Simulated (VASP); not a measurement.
Band structure of Be (hcp). Calculation: optB88-vdW, VASP's PBE PAW potentials (set 64) (plane waves; VASP 6.6.1).

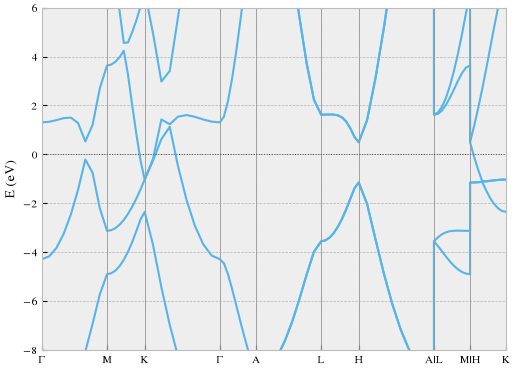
*Bands along high-symmetry lines, zero at the valence-band maximum or, without a gap, the Fermi level*

**Question.** Read the plot: is there a gap, and where are the band edges?

**Answer.** It has no gap at this level: it comes out as a metal or semimetal. (Edges off the drawn lines would not show.)

The compound is Be in the hcp structure. It was relaxed first.
